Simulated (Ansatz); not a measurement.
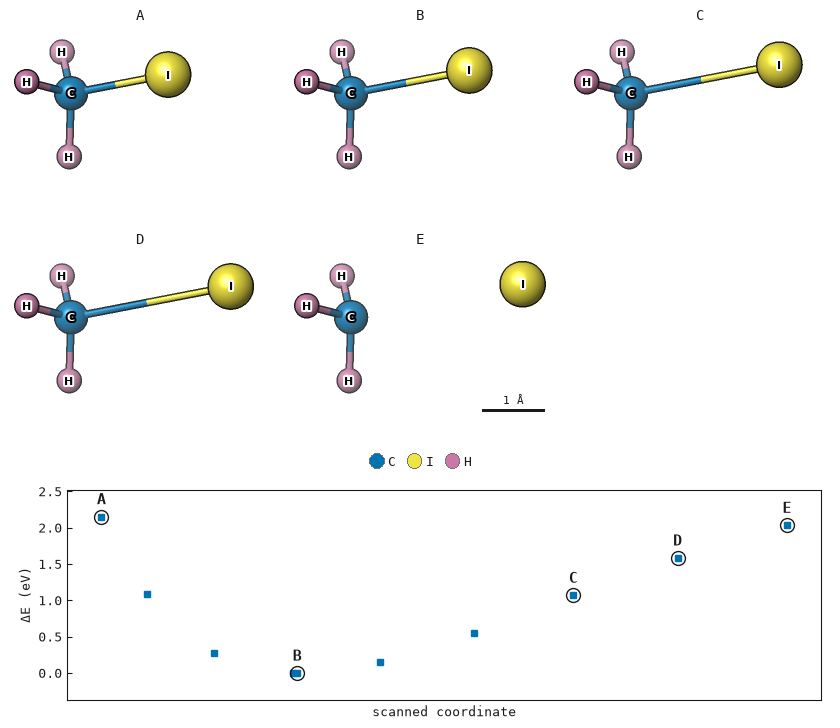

A scan of CH$_{3}$I along one coordinate. Style: ball-and-stick. Shown at a tilt.

Single-point energies from Ansatz with CCSD(T) in the def2-TZVPP basis, on geometries moved rigidly from the minimum at PBE0-D4/def2-TZVP. Coupled cluster with a frozen core. Elements past krypton carry the basis set's effective core potentials. Energies are counted from the PBE0-D4/def2-TZVP minimum geometry at the same level.

Which coordinate changes from frame to frame?

The C–I bond length is varied, with the rest of the molecule carried along rigidly. In the frames the distance is 1.746 Å (A), 2.129 Å (B), 2.669 Å (C), 2.873 Å (D), 3.087 Å (E). The lowest computed point lies at the distance 2.129 Å (0.000 eV). The end points stand at 2.154 eV (1.746 Å) and 2.035 eV (3.087 Å). The curvature at the lowest point is about 16 eV/Å² (2.6 mdyn/Å). The well is steeper on the short side, as for any bond. At 2.474 Å to 3.087 Å the mean-field solution behind CCSD(T) isn't stable (a lower one of broken symmetry exists), so those energies are less reliable. The T1 diagnostic reaches 0.028, so the single-reference result is less sure there.
